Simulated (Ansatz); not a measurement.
# CH3BBrFSi (SMILES FB1C[SiH]1Br): levels of theory compared

Aim: a comparison of 4 runs (HF/3-21G, wB97X/6-31G, B3LYP/6-31G*, CCSD(T)/def2-SVP) of CH3BBrFSi. 

The calculation is run with Ansatz 0.2.0.

2 further runs of the same task are left out: 1 that didn't finish, 1 set aside as unsound or not needed.

## 1. The molecule

The species is CH3BBrFSi (8 atoms), meant as a singlet with charge 0. SMILES: `FB1C[SiH]1Br`. Geometry: relaxed at PBE0-D4/def2-TZVP.

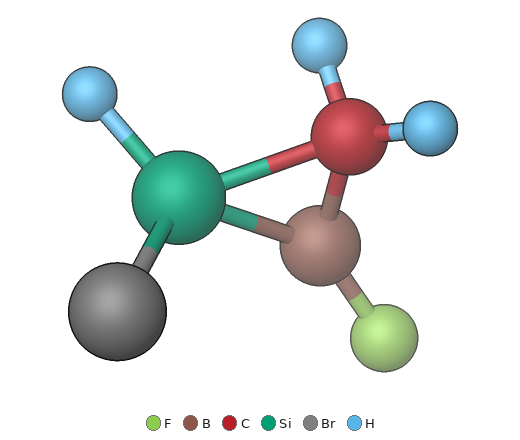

Viewed from a chosen angle; fluorine green, boron brown, carbon red, silicon teal, bromine grey, hydrogen blue.

## 2. Energy and gradient at HF/3-21G (run 1)

File run.yaml:

```yaml
crystal:
  periodic: [false, false, false]
  atoms:
    - {symbol: F, position_ang: [-1.060400, -0.958600, 1.991100]}
    - {symbol: B, position_ang: [-0.368500, -0.705200, 0.907500]}
    - {symbol: C, position_ang: [0.780600, 0.219300, 0.551200]}
    - {symbol: Si, position_ang: [-0.425600, -0.143400, -0.938900]}
    - {symbol: Br, position_ang: [-1.899300, 1.353600, -1.640200]}
    - {symbol: H, position_ang: [1.098300, 1.092200, 1.118300]}
    - {symbol: H, position_ang: [1.630300, -0.268400, 0.057200]}
    - {symbol: H, position_ang: [0.336800, -0.646700, -2.102000]}
basis:
  gaussian: {orbitals: 3-21G-spherical.json}
hamiltonian: {xc: hf}
accuracy: high
output: {forces: true, orbitals: {seedname: orbitals}}
```

The basis set 3-21G is read from a file made from the Basis Set Exchange's data (not shown).

On the command line:

```bash
ansatz run run.yaml --threads 1 --pin off --max-ram 2610MiB --events-out events.jsonl --progress --plain --runs-dir runs
```

Output:

```text
Warning: RAYON_NUM_THREADS=1 ignored (pool sized by the plan → 1); use --threads N
Functional definition: HF
  name "HF"
  exchange = exact_x
  correlation = 0
1406 factors; integrals over basis functions are off by at most 3.4e-8 eV
mean field evaluation 1: about -81912.7108 eV, gradient 2.7e1 eV
mean field evaluation 2: about -81913.0083 eV, gradient 2.7e1 eV
mean field evaluation 4: about -81915.0489 eV, gradient 2.6e0 eV
mean field evaluation 8: about -81915.0876 eV, gradient 2.4e-1 eV
mean field evaluation 16: about -81915.0881 eV, gradient 1.4e-7 eV
mean field -81915.08806674 eV, -3010.3239624118 hartree, gradient 1.1e-8 eV, S^2 0.000000; 0 other end points of the search recorded, 0 dependent functions left out
the calculation of the forces begins
reference -81915.08806674 eV, -3010.3239624118 hartree; 36, 36 occupied and 32, 32 virtual orbitals, 1406 factors
Total energy: -81915.08806674 eV, -3010.3239624118 hartree
Atom 0 at    -1.060400    -0.958600     1.991100 Å, force    -0.769865    -0.473467     1.170173 eV/Å
Atom 1 at    -0.368500    -0.705200     0.907500 Å, force     0.642150     0.255648    -0.637764 eV/Å
Atom 2 at     0.780600     0.219300     0.551200 Å, force     0.953257     0.186637    -0.051666 eV/Å
Atom 3 at    -0.425600    -0.143400    -0.938900 Å, force     0.663707    -0.846350    -0.322192 eV/Å
Atom 4 at    -1.899300     1.353600    -1.640200 Å, force    -1.175197     1.116731    -0.582953 eV/Å
Atom 5 at     1.098300     1.092200     1.118300 Å, force    -0.258634    -0.289019    -0.239469 eV/Å
Atom 6 at     1.630300    -0.268400     0.057200 Å, force     0.067657     0.073545     0.536767 eV/Å
Atom 7 at     0.336800    -0.646700    -2.102000 Å, force    -0.123074    -0.023724     0.127104 eV/Å
Dipole moment:     0.454964    -0.216733    -0.051492 e Å
```

Wall time 2.4 s (1 thread of Arm Neoverse V2, shared host); peak memory 0.17 GiB.

## 3. Energy and gradient at wB97X/6-31G (run 2)

File job.yaml:

```yaml
crystal:
  periodic: [false, false, false]
  atoms:
    - {symbol: F, position_ang: [-1.060400, -0.958600, 1.991100]}
    - {symbol: B, position_ang: [-0.368500, -0.705200, 0.907500]}
    - {symbol: C, position_ang: [0.780600, 0.219300, 0.551200]}
    - {symbol: Si, position_ang: [-0.425600, -0.143400, -0.938900]}
    - {symbol: Br, position_ang: [-1.899300, 1.353600, -1.640200]}
    - {symbol: H, position_ang: [1.098300, 1.092200, 1.118300]}
    - {symbol: H, position_ang: [1.630300, -0.268400, 0.057200]}
    - {symbol: H, position_ang: [0.336800, -0.646700, -2.102000]}
basis:
  gaussian:
    orbitals: 6-31G-spherical.json
hamiltonian:
  xc: {name: wB97X}
accuracy: high
output:
  forces: true
  orbitals: {seedname: orbitals}
```

The basis set 6-31G is read from a file made from the Basis Set Exchange's data (not shown).

On the command line:

```bash
ansatz run job.yaml --threads 1 --pin off --max-ram 2610MiB --events-out events.jsonl --progress --plain --runs-dir runs
```

Output (excerpt; [...] marks lines left out):

```text
Warning: RAYON_NUM_THREADS=1 ignored (pool sized by the plan → 1); use --threads N
Functional definition: wB97X
  name "wB97X"
[...]
      + exact_x_lr(omega)
[...]
      + integral(e_c_pw_opposite_spin*poly(b97_u_opposite, 1, cos1, cos2, cos3, cos4))
1596 factors; integrals over basis functions are off by at most 1.8e-8 eV
360 factors; integrals over basis functions are off by at most 1.7e-9 eV
[...]
mean field -82390.40276996 eV, -3027.7914555754 hartree, gradient 5.5e-8 eV, S^2 0.000000; 0 other end points of the search recorded, 0 dependent functions left out
[...]
reference -82390.40276734 eV, -3027.7914554789 hartree; 36, 36 occupied and 37, 37 virtual orbitals, 1596 factors
Total energy: -82390.40276734 eV, -3027.7914554789 hartree
Atom 0 at    -1.060400    -0.958600     1.991100 Å, force    -1.122652    -0.507181     1.608398 eV/Å
Atom 1 at    -0.368500    -0.705200     0.907500 Å, force     1.075888     0.369659    -1.165187 eV/Å
Atom 2 at     0.780600     0.219300     0.551200 Å, force     0.549163    -0.076168     0.035387 eV/Å
Atom 3 at    -0.425600    -0.143400    -0.938900 Å, force     0.209037    -0.617556    -0.122256 eV/Å
Atom 4 at    -1.899300     1.353600    -1.640200 Å, force    -0.936951     0.913906    -0.464009 eV/Å
Atom 5 at     1.098300     1.092200     1.118300 Å, force    -0.143710     0.022523    -0.071208 eV/Å
Atom 6 at     1.630300    -0.268400     0.057200 Å, force     0.287881    -0.004388     0.310970 eV/Å
Atom 7 at     0.336800    -0.646700    -2.102000 Å, force     0.081344    -0.100795    -0.132095 eV/Å
Dipole moment:     0.510281    -0.195509    -0.024162 e Å
```

Wall time 35 s (1 thread of Arm Neoverse V2, shared host); peak memory 0.49 GiB.

Run 3 isn't shown in full; the table further down has it.

## 4. Energy and gradient at CCSD(T)/def2-SVP (run 4)

File in.yaml:

```yaml
crystal:
  periodic: [false, false, false]
  atoms:
    - {symbol: F, position_ang: [-1.060400, -0.958600, 1.991100]}
    - {symbol: B, position_ang: [-0.368500, -0.705200, 0.907500]}
    - {symbol: C, position_ang: [0.780600, 0.219300, 0.551200]}
    - {symbol: Si, position_ang: [-0.425600, -0.143400, -0.938900]}
    - {symbol: Br, position_ang: [-1.899300, 1.353600, -1.640200]}
    - {symbol: H, position_ang: [1.098300, 1.092200, 1.118300]}
    - {symbol: H, position_ang: [1.630300, -0.268400, 0.057200]}
    - {symbol: H, position_ang: [0.336800, -0.646700, -2.102000]}
basis:
  gaussian:
    orbitals: def2-SVP
correlation:
  method: ccsd_t
  frozen_orbitals: {B: 1, Br: 9, C: 1, F: 1, H: 0, Si: 5}
accuracy: high
scf:
  omitted_lower_state_checks: [cluster_reference, increment]
output:
  forces: true
  orbitals: {seedname: orbitals}
```

On the command line:

```bash
ansatz run in.yaml --threads 1 --pin off --max-ram 2610MiB --events-out events.jsonl --progress --plain --runs-dir runs
```

Output (excerpt; [...] marks lines left out):

```text
Warning: RAYON_NUM_THREADS=1 ignored (pool sized by the plan → 1); use --threads N
[... 2 set-up lines as earlier in the session ...]
[...]
2220 factors; integrals over basis functions are off by at most 2.0e-8 eV
[...]
mean field -82303.20962028 eV, -3024.5871664262 hartree, gradient 2.2e-8 eV, S^2 0.000000; 0 other end points of the search recorded, 0 dependent functions left out
17 core orbitals not correlated: weight in the atoms' cores, before any rotation towards them, 1.000 or more for the frozen orbitals, at most 0.000 for the correlated occupied ones
reference -82303.20962028 eV, -3024.5871664262 hartree; 19, 19 occupied and 71, 71 virtual orbitals, 2220 factors
second order -19.67763016 eV of doubles, -0.00000000 eV of singles
cycle   1  -19.97696636 eV  change   -3.0e-1 eV  update   1.0e-1
[...]
cycle  23  -20.53609666 eV  change  -5.7e-10 eV  update   3.8e-9
perturbative correction -0.58274646 eV, -0.0214155372 hartree
[...]
Total energy: -82324.32846339 eV, -3025.3632695957 hartree
Atom 0 at    -1.060400    -0.958600     1.991100 Å, force    -0.326261    -0.082899     0.471282 eV/Å
Atom 1 at    -0.368500    -0.705200     0.907500 Å, force     0.053261    -0.288334    -0.095780 eV/Å
Atom 2 at     0.780600     0.219300     0.551200 Å, force     0.188413     0.110569     0.050170 eV/Å
Atom 3 at    -0.425600    -0.143400    -0.938900 Å, force    -0.020485    -0.111068    -0.449767 eV/Å
Atom 4 at    -1.899300     1.353600    -1.640200 Å, force    -0.212919     0.202361    -0.087516 eV/Å
Atom 5 at     1.098300     1.092200     1.118300 Å, force     0.073168     0.348121     0.200841 eV/Å
Atom 6 at     1.630300    -0.268400     0.057200 Å, force     0.239416    -0.171729    -0.129646 eV/Å
Atom 7 at     0.336800    -0.646700    -2.102000 Å, force     0.005407    -0.007020     0.040418 eV/Å
Dipole moment:     0.347379    -0.065490    -0.061013 e Å
Checks for a lower state left out: cluster_reference, increment
```

Wall time 4.6 min (1 thread of Arm Neoverse V2, shared host); peak memory 1.2 GiB.

## 5. Overview of the runs

```
run                               level  Cartesian functions  frozen core orbitals   energy (Eh)  dipole moment (D)  HOMO energy (eV)  LUMO energy (eV)  wall time
  1                            HF/3-21G                   no                     –  -3010.323962               2.43             -9.64              1.99      2.4 s
  2                         wB97X/6-31G                   no                     –  -3027.791455               2.63             -9.42              0.53       35 s
  3  B3LYP/6-31G* (Cartesian functions)                  yes                     –  -3028.018914               2.00             -6.68             -1.57       17 s
  4                    CCSD(T)/def2-SVP                   no                    17  -3025.363270               1.72             -9.62              2.04    4.6 min
```

## 6. Outcome

| quantity | value |
| --- | --- |
| run 4: total energy | -3025.36327 Eh |
| run 4: dipole moment (correlated density) | 1.72 D |
| run 4: HOMO energy (Hartree–Fock orbitals) | -9.62 eV |
| run 4: LUMO energy (Hartree–Fock orbitals) | 2.04 eV |
| run 4: HOMO–LUMO gap (Hartree–Fock orbitals) | 11.67 eV |
| run 4: correlation energy (17 core orbitals frozen) | -776.1 mEh |
| run 4: (T) correction | -21.42 mEh |
| run 4: T1 diagnostic | 0.012 |
| run 4: largest force on an atom | 0.579 eV/Å |

**Reading.** The dipole moment (its size) runs from 1.72 D (CCSD(T)/def2-SVP) to 2.63 D (wB97X/6-31G). The two ends differ in method and basis. Over runs 1, 2, 3 the HOMO–LUMO gap runs from 5.11 eV (B3LYP/6-31G*) to 11.63 eV (HF/3-21G). Totals of different functionals can't be ranked against each other. All runs together took 5.5 min, the longest 4.6 min.
